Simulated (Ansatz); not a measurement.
# GeH3F (singlet): one geometry, many settings at distance Ge1–F2 = 2.133 Å

What do other methods and options give for GeH3F (singlet) at this geometry, and how long do they take?

Program: Ansatz 0.2.0, Gaussian basis. Level of theory: the settings change from run to run. These are calculated values, not measurements.

36 further runs of the same task are left out: 7 for a known fault of the program, 1 for a mislabelled method, 26 that didn't finish, 2 set aside as unsound or not needed.

### Step 1. The system

The geometry derives from a PBE0/def2-TZVP stationary point (not a proven minimum). One bond is set to the value named and the two fragments are kept rigid. No spin-orbit coupling is included. The filled d shell of Ge may be among the frozen orbitals whatever the setting's name suggests; the logs give the count.

5 atoms, charge 0, spin multiplicity 1.

Atoms are counted from 1 here; the program's logs count them from 0.

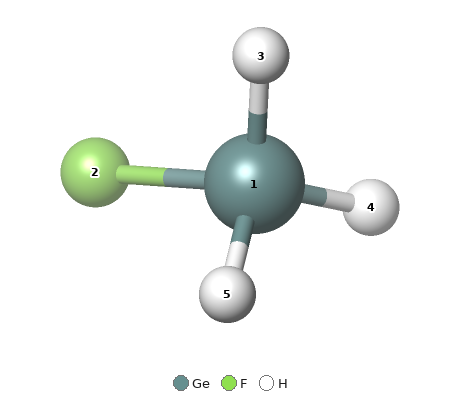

The geometry (germanium teal, fluorine green, hydrogen white); atoms are numbered from 1 in the order of the file.

Geometry (Å):

```xyz
5

Ge   -0.41437   -0.00296    0.00191
F     1.71855    0.01229   -0.00790
H    -0.85379    1.46590    0.00485
H    -0.83214   -0.74279    1.27814
H    -0.84387   -0.74120   -1.27136
```

### Step 2. CCSD on UHF/STO-3G

File in.yaml:

```yaml
crystal:
  periodic: [false, false, false]
  atoms:
    - {symbol: Ge, position_ang: [-0.414370, -0.002964, 0.001905]}
    - {symbol: F, position_ang: [1.718553, 0.012293, -0.007900]}
    - {symbol: H, position_ang: [-0.853795, 1.465901, 0.004845]}
    - {symbol: H, position_ang: [-0.832143, -0.742795, 1.278142]}
    - {symbol: H, position_ang: [-0.843874, -0.741202, -1.271358]}
basis:
  gaussian: {orbitals: STO-3G}
magnetization: {spin_polarized: true, initial_magnetization: 0}
correlation: {method: ccsd, electrons: valence, diis_vectors: 12}
```

Started as:

```console
$ ansatz run in.yaml --threads 1 --pin off --events-out ev --progress --plain --max-ram 2393MiB
```

The program printed, shortened:

```text
Functional definition: HF
  name "HF"
  cite "Fock, Z. Phys. 61, 126 (1930) doi:10.1007/BF01340294"
  parent pbe
[...]
288 factors; integrals over basis functions are off by at most 2.6e-5 eV
[...]
mean field -58544.62040645 eV, -2151.4751169679 hartree, gradient 1.8e-6 eV, S^2 0.294444; 5 other end points of the search recorded, 0 dependent functions left out
determinant -58544.62040645 eV, -2151.4751169679 hartree, with singles and doubles -58547.32540520 eV, -2151.5745238385 hartree
determinant -58541.74900055 eV, -2151.3695947475 hartree, with singles and doubles -58543.22071783 eV, -2151.4236793599 hartree
determinant -58544.48638756 eV, -2151.4701918647 hartree, with singles and doubles -58547.33377741 eV, -2151.5748315117 hartree
determinant -58544.62040645 eV, -2151.4751169679 hartree, with singles and doubles -58547.33528065 eV, -2151.5748867546 hartree
determinant -58544.48638756 eV, -2151.4701918647 hartree, with singles and doubles -58547.33490039 eV, -2151.5748727803 hartree
10 core orbitals not correlated: weight in the atoms' cores, before any rotation towards them, 1.000 or more for the frozen orbitals, at most 0.000 for the correlated occupied ones
reference -58544.48638756 eV, -2151.4701918647 hartree; 12, 12 occupied and 4, 4 virtual orbitals, 288 factors
second order -1.85158542 eV of doubles, -0.00000000 eV of singles
cycle   1  -2.84851639 eV  change   -3.6e-6 eV  update   2.1e-6
Total energy: -58547.33490395 eV, -2151.5748729113 hartree
```

Run time: 0.72 s. Hardware: 1 thread of Intel Xeon 6975P-C, shared host.

From the report: ⟨S²⟩ of the determinant 0.000 (pure singlet: 0.00); correlation -2.8485 eV; T1 0.010; largest double amplitude 0.25.

### Step 3. CCSD/cc-pVDZ

Edit in.yaml of step 2 so:

```diff
@@ -9,4 +9,5 @@
 basis:
-  gaussian: {orbitals: STO-3G}
+  gaussian: {orbitals: cc-pVDZ}
 magnetization: {spin_polarized: true, initial_magnetization: 0}
-correlation: {method: ccsd, electrons: valence, diis_vectors: 12}
+hamiltonian: {xc: {name: PBE0}}
+correlation: {method: ccsd, electrons: outside_noble_gas}
```

Same command.

The program printed, shortened:

```text
Functional definition: PBE0
  name "PBE0"
  cite "Adamo & Barone, J. Chem. Phys. 110, 6158 (1999) doi:10.1063/1.478522"
  cite "Perdew, Burke & Ernzerhof, Phys. Rev. Lett. 77, 3865 (1996) doi:10.1103/PhysRevLett.77.3865"
  parent pbe
[...]
584 factors; integrals over basis functions are off by at most 9.5e-4 eV
[...]
mean field -59272.73943236 eV, -2178.2329976334 hartree, gradient 3.6e-6 eV, S^2 0.000000; 0 other end points of the search recorded, 0 dependent functions left out
15 core orbitals not correlated: weight in the atoms' cores, before any rotation towards them, 0.998 or more for the frozen orbitals, at most 0.002 for the correlated occupied ones
reference -59224.91878205 eV, -2176.4756211484 hartree; 7, 7 occupied and 34, 34 virtual orbitals, 584 factors
second order -8.57170299 eV of doubles, -0.33723132 eV of singles
cycle   1  -8.68292070 eV  change    2.1e-1 eV  update   1.2e-1
[...]
cycle  10  -9.12058051 eV  change   -5.5e-6 eV  update   7.4e-6
Total energy: -59234.03936256 eV, -2176.8107963001 hartree
```

It took 1.6 s on 1 thread of Intel Xeon 6975P-C, shared host.

From the report: ⟨S²⟩ of the determinant 0.000 (pure singlet: 0.00); correlation -9.1206 eV; T1 0.014; largest double amplitude 0.07. The orbitals are Kohn-Sham ones, so correlation energy and T1 don't compare with those on Hartree-Fock orbitals.

### Step 4. BCCD(T)/cc-pVDZ

Edit in.yaml of step 3 so:

```diff
@@ -10,4 +10,4 @@
   gaussian: {orbitals: cc-pVDZ}
-magnetization: {spin_polarized: true, initial_magnetization: 0}
-hamiltonian: {xc: {name: PBE0}}
-correlation: {method: ccsd, electrons: outside_noble_gas}
+magnetization: {spin_polarized: false}
+hamiltonian: {xc: {name: PBE}}
+correlation: {method: bccd_t, electrons: outside_noble_gas, diis_vectors: 2}
```

Launched as before.

The program printed, shortened:

```text
Functional definition: PBE
  name "PBE"
  cite "Perdew, Burke & Ernzerhof, Phys. Rev. Lett. 77, 3865 (1996) doi:10.1103/PhysRevLett.77.3865"
  parent pbe
[...]
584 factors; integrals over basis functions are off by at most 9.5e-4 eV
[...]
mean field -59271.25383774 eV, -2178.1784030381 hartree, gradient 4.0e-6 eV, S^2 0.000000; 0 other end points of the search recorded, 0 dependent functions left out
15 core orbitals not correlated: weight in the atoms' cores, before any rotation towards them, 0.997 or more for the frozen orbitals, at most 0.002 for the correlated occupied ones
reference -59224.40817668 eV, -2176.4568567474 hartree; 7, 7 occupied and 34, 34 virtual orbitals, 584 factors
second order -8.79159161 eV of doubles, -0.64662913 eV of singles
cycle   1  -8.98206569 eV  change    4.2e-1 eV  update   1.4e-1
[...]
cycle  12  -9.49535469 eV  change    1.9e-6 eV  update   5.7e-6
perturbative correction -0.20193479 eV, -0.0074209667 hartree
Total energy: -59234.10546617 eV, -2176.8132255630 hartree
```

It took 1 s on 1 thread of Intel Xeon 6975P-C, shared host.

From the report: correlation -9.6973 eV; largest double amplitude 0.07.

### Step 5. NEVPT2(10,6)/STO-3G

Edit in.yaml of step 4 so:

```diff
@@ -9,5 +9,4 @@
 basis:
-  gaussian: {orbitals: cc-pVDZ}
-magnetization: {spin_polarized: false}
-hamiltonian: {xc: {name: PBE}}
-correlation: {method: bccd_t, electrons: outside_noble_gas, diis_vectors: 2}
+  gaussian: {orbitals: STO-3G}
+correlation: {method: sc_nevpt2, electrons: outside_noble_gas, active_space: {window: {electrons: 10, orbitals: 6}}}
+output: {forces: true}
```

Launched as before.

The program printed, shortened:

```text
Functional definition: HF
  name "HF"
  cite "Fock, Z. Phys. 61, 126 (1930) doi:10.1007/BF01340294"
  parent pbe
[...]
288 factors; integrals over basis functions are off by at most 2.6e-5 eV
[...]
mean field -58544.48638756 eV, -2151.4701918647 hartree, gradient 6.1e-7 eV, S^2 0.000000; 0 other end points of the search recorded, 0 dependent functions left out; unrestricted orbitals would lower it
reference -58544.48638756 eV, -2151.4701918647 hartree; 22, 22 occupied and 4, 4 virtual orbitals, 288 factors
state -58545.90310471 eV, -2151.5222552597 hartree
state -58545.90310471 eV, -2151.5222552597 hartree; corrected -58546.79913904 eV, -2151.5551839141 hartree
[...]
WARN: the results are in doubt because close orbitals or states may skew the forces
Total energy: -58546.79913904 eV, -2151.5551839141 hartree
Atom 0 at    -0.414370    -0.002964     0.001905 Å, force     3.116627     0.022072    -0.014327 eV/Å
Atom 1 at     1.718553     0.012293    -0.007900 Å, force    -4.235555    -0.030274     0.019470 eV/Å
Atom 2 at    -0.853795     1.465901     0.004845 Å, force     0.385286    -1.721115    -0.002849 eV/Å
Atom 3 at    -0.832143    -0.742795     1.278142 Å, force     0.359949     0.865592    -1.494647 eV/Å
Atom 4 at    -0.843874    -0.741202    -1.271358 Å, force     0.373693     0.863725     1.492352 eV/Å
Dipole moment:    -0.180237    -0.001329     0.000828 e Å
In doubt: close orbitals or states may skew the forces
```

Run time: 0.51 s. Hardware: 1 thread of Intel Xeon 6975P-C, shared host.

From the report: 26 determinants; active occupations 2.00, 2.00, 2.00, 2.00, 1.87, 0.13. Mind the lines of doubt at the end of the log.

### Step 6. MP2 on UHF/def2-SVP

Edit in.yaml of step 5 so:

```diff
@@ -9,4 +9,4 @@
 basis:
-  gaussian: {orbitals: STO-3G}
-correlation: {method: sc_nevpt2, electrons: outside_noble_gas, active_space: {window: {electrons: 10, orbitals: 6}}}
-output: {forces: true}
+  gaussian: {orbitals: def2-SVP}
+magnetization: {spin_polarized: true, initial_magnetization: 0}
+correlation: {method: mp2, electrons: valence}
```

Launched as before.

The program printed:

```text
Functional definition: HF
  name "HF"
  cite "Fock, Z. Phys. 61, 126 (1930) doi:10.1007/BF01340294"
  parent pbe
  exchange = exact_x
  correlation = 0
597 factors; integrals over basis functions are off by at most 1.4e-3 eV
mean field evaluation 1: about -59214.3879 eV, gradient 2.3e1 eV
mean field evaluation 2: about -59214.3966 eV, gradient 2.3e1 eV
mean field evaluation 4: about -59216.7930 eV, gradient 1.3e0 eV
mean field evaluation 8: about -59216.8186 eV, gradient 2.7e-4 eV
mean field -59216.81860249 eV, -2176.1779450404 hartree, gradient 2.4e-6 eV, S^2 0.000000; 0 other end points of the search recorded, 0 dependent functions left out
10 core orbitals not correlated: weight in the atoms' cores, before any rotation towards them, 1.000 or more for the frozen orbitals, at most 0.000 for the correlated occupied ones
reference -59216.81860249 eV, -2176.1779450404 hartree; 12, 12 occupied and 39, 39 virtual orbitals, 597 factors
second order -11.71827414 eV of doubles, -0.00000000 eV of singles
Total energy: -59228.53687664 eV, -2176.6085836722 hartree
```

It took 0.51 s on 1 thread of Intel Xeon 6975P-C, shared host.

From the report: ⟨S²⟩ of the determinant 0.000 (pure singlet: 0.00).

### Step 7. BCCD on RHF/STO-3G

Edit in.yaml of step 6 so:

```diff
@@ -9,4 +9,5 @@
 basis:
-  gaussian: {orbitals: def2-SVP}
-magnetization: {spin_polarized: true, initial_magnetization: 0}
-correlation: {method: mp2, electrons: valence}
+  gaussian: {orbitals: STO-3G, point_charges: [{charge: 1.00, position_ang: [5.932, -0.882, -0.267]}]}
+magnetization: {spin_polarized: false}
+correlation: {method: bccd, electrons: valence}
+scf: {lower_state_search: off}
```

Same command.

The program printed, shortened:

```text
Functional definition: HF
  name "HF"
  cite "Fock, Z. Phys. 61, 126 (1930) doi:10.1007/BF01340294"
  parent pbe
[...]
288 factors; integrals over basis functions are off by at most 2.7e-5 eV
[...]
mean field -58544.70367851 eV, -2151.4781771598 hartree, gradient 1.6e-6 eV, S^2 0.000000; 0 other end points of the search recorded, 0 dependent functions left out
10 core orbitals not correlated: weight in the atoms' cores, before any rotation towards them, 1.000 or more for the frozen orbitals, at most 0.000 for the correlated occupied ones
reference -58544.70367851 eV, -2151.4781771598 hartree; 12, 12 occupied and 4, 4 virtual orbitals, 288 factors
second order -1.79786228 eV of doubles, -0.00000000 eV of singles
cycle   1  -2.34920237 eV  change   -5.5e-1 eV  update   8.4e-2
[...]
cycle  10  -2.74538831 eV  change    1.7e-6 eV  update   6.9e-6
Total energy: -58547.44906682 eV, -2151.5790683193 hartree
Checks for a lower state left out: stability, starts, cluster_reference, orbital_swaps, neighbouring_geometries, increment
```

Run time: 0.15 s. Hardware: 1 thread of Intel Xeon 6975P-C, shared host.

From the report: correlation -2.7454 eV; largest double amplitude 0.23.

### Step 8. MP2 on RHF/cc-pVDZ

Edit in.yaml of step 7 so:

```diff
@@ -9,5 +9,5 @@
 basis:
-  gaussian: {orbitals: STO-3G, point_charges: [{charge: 1.00, position_ang: [5.932, -0.882, -0.267]}]}
+  gaussian: {orbitals: cc-pVDZ, point_charges: [{charge: -1.00, position_ang: [6.509, 0.726, 0.429]}]}
 magnetization: {spin_polarized: false}
-correlation: {method: bccd, electrons: valence}
-scf: {lower_state_search: off}
+correlation: {method: mp2, electrons: outside_noble_gas}
+output: {forces: true}
```

Launched as before.

The program printed, shortened:

```text
Functional definition: HF
  name "HF"
  cite "Fock, Z. Phys. 61, 126 (1930) doi:10.1007/BF01340294"
  parent pbe
[...]
584 factors; integrals over basis functions are off by at most 9.5e-4 eV
[...]
mean field -59225.08908688 eV, -2176.4818797357 hartree, gradient 1.2e-6 eV, S^2 0.000000; 0 other end points of the search recorded, 0 dependent functions left out
15 core orbitals not correlated: weight in the atoms' cores, before any rotation towards them, 0.998 or more for the frozen orbitals, at most 0.001 for the correlated occupied ones
reference -59225.08908688 eV, -2176.4818797357 hartree; 7, 7 occupied and 34, 34 virtual orbitals, 584 factors
second order -8.20479362 eV of doubles, -0.00000000 eV of singles
[...]
Total energy: -59233.29388050 eV, -2176.7834003398 hartree
Atom 0 at    -0.414370    -0.002964     0.001905 Å, force     4.490861     0.065214     0.001454 eV/Å
Atom 1 at     1.718553     0.012293    -0.007900 Å, force    -4.773852    -0.064834     0.001214 eV/Å
Atom 2 at    -0.853795     1.465901     0.004845 Å, force     0.063638    -0.042590    -0.004224 eV/Å
Atom 3 at    -0.832143    -0.742795     1.278142 Å, force     0.063108     0.012521    -0.035209 eV/Å
Atom 4 at    -0.843874    -0.741202    -1.271358 Å, force     0.063418     0.011688     0.025468 eV/Å
Dipole moment:    -0.642355     0.002973     0.008017 e Å
```

Run time: 0.75 s. Hardware: 1 thread of Intel Xeon 6975P-C, shared host.

### Step 9. BCCD on UHF/6-31G

Edit in.yaml of step 8 so:

```diff
@@ -9,5 +9,7 @@
 basis:
-  gaussian: {orbitals: cc-pVDZ, point_charges: [{charge: -1.00, position_ang: [6.509, 0.726, 0.429]}]}
-magnetization: {spin_polarized: false}
-correlation: {method: mp2, electrons: outside_noble_gas}
+  gaussian: {orbitals: 6-31G, point_charges: [{charge: -1.00, position_ang: [5.294, 0.689, 0.254]}]}
+magnetization: {spin_polarized: true, initial_magnetization: 0}
+hamiltonian: {pseudopotentials: {relativity: none}}
+correlation: {method: bccd, electrons: outside_noble_gas}
+scf: {lower_state_search: full}
 output: {forces: true}
```

Same command.

The program printed, shortened:

```text
Functional definition: HF
  name "HF"
  cite "Fock, Z. Phys. 61, 126 (1930) doi:10.1007/BF01340294"
  parent pbe
[...]
423 factors; integrals over basis functions are off by at most 4.2e-4 eV
[...]
mean field -59215.47250969 eV, -2176.1284770421 hartree, gradient 3.0e-6 eV, S^2 0.000000; 3 other end points of the search recorded, 0 dependent functions left out
determinant -59215.47250969 eV, -2176.1284770421 hartree, with singles and doubles -59221.26524865 eV, -2176.3413562724 hartree
determinant -59212.24737666 eV, -2176.0099555896 hartree, with singles and doubles -59216.57879056 eV, -2176.1691321144 hartree
15 core orbitals not correlated: weight in the atoms' cores, before any rotation towards them, 0.997 or more for the frozen orbitals, at most 0.002 for the correlated occupied ones
reference -59215.47250969 eV, -2176.1284770421 hartree; 7, 7 occupied and 22, 22 virtual orbitals, 423 factors
second order -5.38449994 eV of doubles, -0.00000000 eV of singles
cycle   1  -5.76620095 eV  change   -5.7e-2 eV  update   2.1e-2
[...]
cycle  14  -5.77053170 eV  change   -2.2e-7 eV  update   2.1e-7
[...]
Total energy: -59221.24304139 eV, -2176.3405401709 hartree
Atom 0 at    -0.414370    -0.002964     0.001905 Å, force     4.612112     0.090441     0.003019 eV/Å
Atom 1 at     1.718553     0.012293    -0.007900 Å, force    -4.446601    -0.099963    -0.008691 eV/Å
Atom 2 at    -0.853795     1.465901     0.004845 Å, force    -0.122537     0.312229    -0.003531 eV/Å
Atom 3 at    -0.832143    -0.742795     1.278142 Å, force    -0.118554    -0.174542     0.279242 eV/Å
Atom 4 at    -0.843874    -0.741202    -1.271358 Å, force    -0.121776    -0.175216    -0.288677 eV/Å
Dipole moment:    -0.654584     0.006110     0.007553 e Å
```

Wall time 2.4 s (1 thread of Intel Xeon 6975P-C, shared host).

From the report: ⟨S²⟩ of the determinant 0.000 (pure singlet: 0.00); correlation -5.7705 eV; largest double amplitude 0.08.

### Step 10. BCCD on UHF/6-31G*

Edit in.yaml of step 9 so:

```diff
@@ -9,7 +9,6 @@
 basis:
-  gaussian: {orbitals: 6-31G, point_charges: [{charge: -1.00, position_ang: [5.294, 0.689, 0.254]}]}
+  gaussian: {orbitals: "6-31G*"}
 magnetization: {spin_polarized: true, initial_magnetization: 0}
-hamiltonian: {pseudopotentials: {relativity: none}}
 correlation: {method: bccd, electrons: outside_noble_gas}
-scf: {lower_state_search: full}
+accuracy: high
 output: {forces: true}
```

Same command.

The program printed, shortened:

```text
Functional definition: HF
  name "HF"
  cite "Fock, Z. Phys. 61, 126 (1930) doi:10.1007/BF01340294"
  parent pbe
[...]
1061 factors; integrals over basis functions are off by at most 3.9e-9 eV
[...]
mean field -59218.10147452 eV, -2176.2250897176 hartree, gradient 3.0e-8 eV, S^2 0.000000; 0 other end points of the search recorded, 0 dependent functions left out
15 core orbitals not correlated: weight in the atoms' cores, before any rotation towards them, 0.998 or more for the frozen orbitals, at most 0.001 for the correlated occupied ones
reference -59218.10147452 eV, -2176.2250897176 hartree; 7, 7 occupied and 34, 34 virtual orbitals, 1061 factors
second order -7.20279300 eV of doubles, -0.00000000 eV of singles
cycle   1  -7.31626073 eV  change   -1.1e-1 eV  update   9.8e-2
[...]
cycle  21  -7.67959688 eV  change  -2.5e-10 eV  update   1.2e-9
[...]
Total energy: -59225.78107139 eV, -2176.5073096973 hartree
Atom 0 at    -0.414370    -0.002964     0.001905 Å, force     4.375768     0.031305    -0.020115 eV/Å
Atom 1 at     1.718553     0.012293    -0.007900 Å, force    -4.595087    -0.032869     0.021123 eV/Å
Atom 2 at    -0.853795     1.465901     0.004845 Å, force     0.071088     0.282893    -0.000150 eV/Å
Atom 3 at    -0.832143    -0.742795     1.278142 Å, force     0.075241    -0.140817     0.244120 eV/Å
Atom 4 at    -0.843874    -0.741202    -1.271358 Å, force     0.072990    -0.140512    -0.244978 eV/Å
Dipole moment:    -0.808593    -0.005784     0.003717 e Å
```

Wall time 8.5 s (1 thread of Intel Xeon 6975P-C, shared host); peak memory 0.36 GiB.

From the report: ⟨S²⟩ of the determinant 0.000 (pure singlet: 0.00); correlation -7.6796 eV; largest double amplitude 0.06.

### Step 11. The runs in one table

Where basis and cores are those of an earlier RCCSDT(Q)/cc-pVDZ run (-59234.4406 eV), and the state is the same kind, the miss against it is given. † marks a result that the program doubts.

```csv
level,correlated,functions,energy (eV),from RCCSDT(Q) (meV),time
CCSD on UHF/STO-3G,valence,26,-58547.3349,,0.72 s
CCSD/cc-pVDZ (on PBE0 orbitals),outside noble gas,56,-59234.0394,401.2,1.6 s
BCCD(T)/cc-pVDZ (on PBE orbitals),outside noble gas,56,-59234.1055,335.1,1 s
"NEVPT2(10,6)/STO-3G †",outside noble gas,26,-58546.7991,,0.51 s
MP2 on UHF/def2-SVP,valence,61,-59228.5369,,0.51 s
BCCD on RHF/STO-3G (beside a point charge),valence,26,-58547.4491,,0.15 s
MP2 on RHF/cc-pVDZ (beside a point charge),outside noble gas,56,-59233.2939,,0.75 s
BCCD on UHF/6-31G (beside a point charge),outside noble gas,44,-59221.2430,,2.4 s
BCCD on UHF/6-31G*,outside noble gas,56,-59225.7811,,8.5 s
```

### Step 12. Outcome

```
quantity                                               value
    runs                                                   9
quickest  BCCD on RHF/STO-3G (beside a point charge), 0.15 s
 slowest                           BCCD on UHF/6-31G*, 8.5 s
```

What this shows: Total energies in different bases, with other cores or another treatment of relativity can't be set against each other. BCCD on UHF/6-31G* took 57 times as long as BCCD on RHF/STO-3G (beside a point charge); the jobs differ in more than the method. Among the correlated runs with a miss given, it spans +335 to +401 meV. Cores frozen from Kohn-Sham orbitals shift the total energy.
